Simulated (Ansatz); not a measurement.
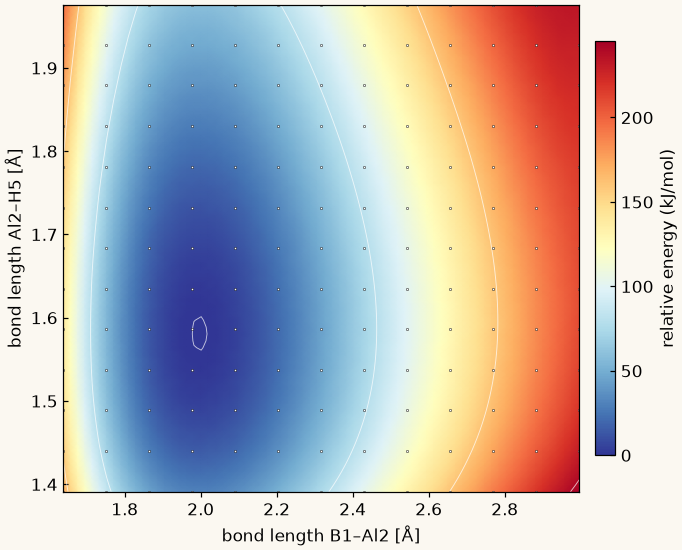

AlBH₃, SMILES [BH2][AlH], spin multiplicity 2. Coordinates scanned: (1) bond length B1–Al2; (2) bond length Al2–H5. Nothing is relaxed (all other coordinates rigid). The grid has 13 × 13 points. Points are written as (first, second). All energies are given in kJ/mol relative to the lowest grid point. Level of theory: UKS B3LYP-D4/def2-TZVP (Ansatz 0.2.0).

In the figure: a smooth colour map with a few white contour lines, dots at the grid points. Between grid points the surface is interpolated.

The lowest grid point is at (1.977 Å, 1.586 Å). It is the only kind of minimum in the scanned range. The highest grid point, (2.996 Å, 1.391 Å), lies 245 kJ/mol above the lowest. Round the minimum the contours are nearly round: the two directions are equally stiff and uncoupled.

The level of theory is changed to UKS SPW92 (LDA)/def2-TZVP (Ansatz 0.2.0); with it change the reference geometry, relaxed at the new level; the new grid has 15 × 15 points, laid about the new relaxed structure.

> What does this change do to the map?

The minimum (interpolated where it lies between grid points) moves from about (1.997 Å, 1.581 Å) to about (1.981 Å, 1.598 Å). The curvature at the minimum changes by less than a tenth (about 14) eV/Å² along bond length B1–Al2 and by less than a tenth (about 12) eV/Å² along bond length Al2–H5.

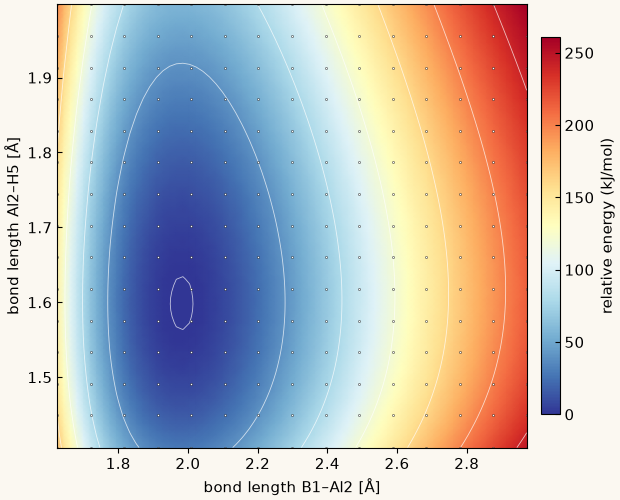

The map after the change, on a colour scale of its own. Drawn: a smooth colour map with a few white contour lines, dots at the grid points. Between grid points the surface is interpolated.
